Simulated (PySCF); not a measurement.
# BH2 (SMILES [BH2]) at U-r2SCAN/cc-pVDZ

What is the vertical doublet–quartet gap of BH2 at U-r2SCAN/cc-pVDZ? 

The calculation is run with PySCF 2.14.0.

7 further runs of the same task are left out: 7 set aside as unsound or not needed.

## 1. The structure to begin with

BH2: 3 atoms, total charge 0, spin state doublet. SMILES: `[BH2]`. The shape is that of a GFN2-xTB optimisation.

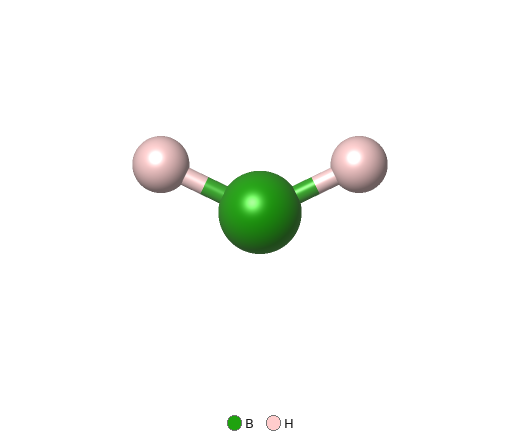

The structure, seen from a chosen angle (boron green, hydrogen pink).

## 2. The energy at U-r2SCAN/cc-pVDZ

geometry.xyz

```xyz
3
BH2
B      0.262840    -0.166230     0.128640
H      0.280020     0.985320     0.260980
H     -0.542860    -0.819090    -0.389630
```

run.py

```python
from pyscf import gto, dft

system = gto.M(
    atom='geometry.xyz',
    max_memory=1860,
    spin=1,
    verbose=4,
    basis='cc-pvdz',
)

mf = dft.UKS(system, xc='r2scan')
mf.conv_tol = 1e-10
mf.grids.level = 5
mf.kernel()
if not mf.converged:
    mf = mf.newton().run(mf.mo_coeff, mf.mo_occ)

e_tot = mf.e_tot
print('Final energy', e_tot)
```

On the command line:

```
$ OMP_NUM_THREADS=1 python run.py
```

Standard output:

```text
PySCF version 2.14.0

[INPUT] num. atoms = 3
[INPUT] num. electrons = 7
[INPUT] charge = 0
[INPUT] spin (= nelec alpha-beta = 2S) = 1
[INPUT] symmetry False subgroup None
[INPUT] Mole.unit = angstrom
[INPUT] Symbol           X                Y                Z      unit          X                Y                Z       unit  Magmom
[INPUT]  1 B      0.262840000000  -0.166230000000   0.128640000000 AA    0.496695614581  -0.314129173686   0.243094368664 Bohr   0.0
[INPUT]  2 H      0.280020000000   0.985320000000   0.260980000000 AA    0.529161109401   1.861984945056   0.493180723989 Bohr   0.0
[INPUT]  3 H     -0.542860000000  -0.819090000000  -0.389630000000 AA   -1.025856723981  -1.547855771370  -0.736293989914 Bohr   0.0

nuclear repulsion = 4.81824384906663
number of shells = 11
number of NR pGTOs = 40
number of NR cGTOs = 24
basis = cc-pvdz
ecp = {}

******** <class 'pyscf.dft.uks.UKS'> ********
method = UKS
initial guess = minao
damping factor = 0
level_shift factor = 0
DIIS = <class 'pyscf.scf.diis.CDIIS'>
diis_start_cycle = 1
diis_space = 8
diis_damp = 0
SCF conv_tol = 1e-10
SCF conv_tol_grad = None
SCF max_cycles = 50
direct_scf = True
direct_scf_tol = 1e-13
number electrons alpha = 4  beta = 3
XC library pyscf.dft.libxc version 7.0.0
    S. Lehtola, C. Steigemann, M. J.T. Oliveira, and M. A.L. Marques.,  SoftwareX 7, 1–5 (2018)
XC functionals = r2scan
    J. W. Furness, A. D. Kaplan, J. Ning, J. P. Perdew, and J. Sun.,  J. Phys. Chem. Lett. 11, 8208-8215 (2020)
    J. W. Furness, A. D. Kaplan, J. Ning, J. P. Perdew, and J. Sun.,  J. Phys. Chem. Lett. 11, 9248-9248 (2020)
    J. W. Furness, A. D. Kaplan, J. Ning, J. P. Perdew, and J. Sun.,  J. Phys. Chem. Lett. 11, 8208-8215 (2020)
    J. W. Furness, A. D. Kaplan, J. Ning, J. P. Perdew, and J. Sun.,  J. Phys. Chem. Lett. 11, 9248-9248 (2020)
radial grids:
    Treutler-Ahlrichs [JCP 102, 346 (1995); DOI:10.1063/1.469408] (M4) radial grids

becke partition: Becke, JCP 88, 2547 (1988); DOI:10.1063/1.454033
pruning grids: <function nwchem_prune>
grids dens level: 5
symmetrized grids: False
atomic radii adjust function: <function treutler_atomic_radii_adjust>
small_rho_cutoff = 0
Set gradient conv threshold to 1e-05
tot grids = 90240
init E= -25.7708652563136
[... the frontier-level lines of each cycle are left out ...]

cycle= 1 E= -25.9017422218457  delta_E= -0.131  |g|= 0.0663  |ddm|= 1.01
cycle= 2 E= -25.9056856020512  delta_E= -0.00394  |g|= 0.0125  |ddm|= 0.103
cycle= 3 E= -25.905853291071  delta_E= -0.000168  |g|= 0.00375  |ddm|= 0.0242
cycle= 4 E= -25.9058679761044  delta_E= -1.47e-05  |g|= 0.000838  |ddm|= 0.00615
cycle= 5 E= -25.9058689272652  delta_E= -9.51e-07  |g|= 0.000224  |ddm|= 0.00171
cycle= 6 E= -25.9058689954763  delta_E= -6.82e-08  |g|= 6.73e-05  |ddm|= 0.000557
cycle= 7 E= -25.9058689996306  delta_E= -4.15e-09  |g|= 1.47e-05  |ddm|= 0.000117
cycle= 8 E= -25.9058689998637  delta_E= -2.33e-10  |g|= 1.21e-06  |ddm|= 3.78e-05
cycle= 9 E= -25.9058689998661  delta_E= -2.36e-12  |g|= 1.42e-07  |ddm|= 4.84e-06
Extra cycle  E= -25.9058689998661  delta_E= 1.42e-14  |g|= 4.6e-08  |ddm|= 3.85e-07
converged SCF energy = -25.9058689998661  <S^2> = 0.75271577  2S+1 = 2.0027139
Final energy -25.905868999866065
```

It took 5.4 s on 1 thread of Arm Neoverse N1, shared host; peak memory 0.21 GiB.

## 3. The quartet

calc.py

```python
from pyscf import gto, dft

molecule = gto.M(
    atom=[
    ('B', (0.262840, -0.166230, 0.128640)),
    ('H', (0.280020, 0.985320, 0.260980)),
    ('H', (-0.542860, -0.819090, -0.389630)),
],
    verbose=4,
    charge=0,
    basis='cc-pvdz',
    max_memory=1860,
    spin=3,
)

mf = dft.UKS(molecule)
mf.xc = 'r2scan'
mf.conv_tol = 1e-10
mf.grids.level = 5
mf.kernel()
if not mf.converged:
    mf = mf.newton().run(mf.mo_coeff, mf.mo_occ)

e_tot = mf.e_tot
print('E = %.10f Eh' % e_tot)
```

On the command line:

```
$ OMP_NUM_THREADS=1 python calc.py
```

Standard output:

```text
PySCF version 2.14.0

[INPUT] num. atoms = 3
[INPUT] num. electrons = 7
[INPUT] charge = 0
[INPUT] spin (= nelec alpha-beta = 2S) = 3
[INPUT] symmetry False subgroup None
[INPUT] Mole.unit = angstrom
[INPUT] Symbol           X                Y                Z      unit          X                Y                Z       unit  Magmom
[INPUT]  1 B      0.262840000000  -0.166230000000   0.128640000000 AA    0.496695614581  -0.314129173686   0.243094368664 Bohr   0.0
[INPUT]  2 H      0.280020000000   0.985320000000   0.260980000000 AA    0.529161109401   1.861984945056   0.493180723989 Bohr   0.0
[INPUT]  3 H     -0.542860000000  -0.819090000000  -0.389630000000 AA   -1.025856723981  -1.547855771370  -0.736293989914 Bohr   0.0

nuclear repulsion = 4.81824384906663
number of shells = 11
number of NR pGTOs = 40
number of NR cGTOs = 24
basis = cc-pvdz
ecp = {}

******** <class 'pyscf.dft.uks.UKS'> ********
method = UKS
initial guess = minao
damping factor = 0
level_shift factor = 0
DIIS = <class 'pyscf.scf.diis.CDIIS'>
diis_start_cycle = 1
diis_space = 8
diis_damp = 0
SCF conv_tol = 1e-10
SCF conv_tol_grad = None
SCF max_cycles = 50
direct_scf = True
direct_scf_tol = 1e-13
number electrons alpha = 5  beta = 2
XC library pyscf.dft.libxc version 7.0.0
    S. Lehtola, C. Steigemann, M. J.T. Oliveira, and M. A.L. Marques.,  SoftwareX 7, 1–5 (2018)
XC functionals = r2scan
    J. W. Furness, A. D. Kaplan, J. Ning, J. P. Perdew, and J. Sun.,  J. Phys. Chem. Lett. 11, 8208-8215 (2020)
    J. W. Furness, A. D. Kaplan, J. Ning, J. P. Perdew, and J. Sun.,  J. Phys. Chem. Lett. 11, 9248-9248 (2020)
    J. W. Furness, A. D. Kaplan, J. Ning, J. P. Perdew, and J. Sun.,  J. Phys. Chem. Lett. 11, 8208-8215 (2020)
    J. W. Furness, A. D. Kaplan, J. Ning, J. P. Perdew, and J. Sun.,  J. Phys. Chem. Lett. 11, 9248-9248 (2020)
radial grids:
    Treutler-Ahlrichs [JCP 102, 346 (1995); DOI:10.1063/1.469408] (M4) radial grids

becke partition: Becke, JCP 88, 2547 (1988); DOI:10.1063/1.454033
pruning grids: <function nwchem_prune>
grids dens level: 5
symmetrized grids: False
atomic radii adjust function: <function treutler_atomic_radii_adjust>
small_rho_cutoff = 0
Set gradient conv threshold to 1e-05
tot grids = 90240
init E= -25.7708652563136
[... the frontier-level lines of each cycle are left out ...]


cycle= 1 E= -25.7111118721557  delta_E= 0.0598  |g|= 0.0771  |ddm|= 1.13


cycle= 2 E= -25.7174352103645  delta_E= -0.00632  |g|= 0.0292  |ddm|= 0.148


cycle= 3 E= -25.7181890509239  delta_E= -0.000754  |g|= 0.00774  |ddm|= 0.0541


cycle= 4 E= -25.7182601036594  delta_E= -7.11e-05  |g|= 0.00166  |ddm|= 0.0175


cycle= 5 E= -25.7182635655922  delta_E= -3.46e-06  |g|= 0.000341  |ddm|= 0.00334


cycle= 6 E= -25.718263675113  delta_E= -1.1e-07  |g|= 0.000184  |ddm|= 0.00103


cycle= 7 E= -25.7182636901414  delta_E= -1.5e-08  |g|= 0.000148  |ddm|= 0.00043


cycle= 8 E= -25.7182637128239  delta_E= -2.27e-08  |g|= 8.96e-06  |ddm|= 0.000204


cycle= 9 E= -25.718263712956  delta_E= -1.32e-10  |g|= 9.24e-07  |ddm|= 2.9e-05


cycle= 10 E= -25.718263712957  delta_E= -1.02e-12  |g|= 7.57e-08  |ddm|= 1.98e-06


Extra cycle  E= -25.718263712957  delta_E= 1.42e-14  |g|= 3.86e-08  |ddm|= 1.48e-07
converged SCF energy = -25.718263712957  <S^2> = 3.75237  2S+1 = 4.0011848
E = -25.7182637130 Eh
```

Wall time 6 s (1 thread of Arm Neoverse N1, shared host); peak memory 0.21 GiB.

## 4. Summary of results

Level: U-r2SCAN/cc-pVDZ.

| quantity | value |
| --- | --- |
| doublet: total energy | -25.90587 Eh |
| doublet: dipole moment | 0.46 D |
| doublet: HOMO energy (highest over α and β) | -5.23 eV |
| doublet: LUMO energy (lowest over α and β) | -2.94 eV |
| doublet: ⟨S²⟩ | 0.753 |
| quartet: total energy | -25.71826 Eh |
| quartet: dipole moment | 1.31 D |
| quartet: HOMO energy (highest over α and β) | -4.59 eV |
| quartet: ⟨S²⟩ | 3.752 |
| vertical energy of the quartet above the doublet | 5.105 eV |

What this shows: At this shape the quartet lies 5.10 eV (493 kJ/mol) above the doublet. Mulliken charges (quartet) run from -0.36 on B1 to +0.18 on H2; they depend strongly on the basis.
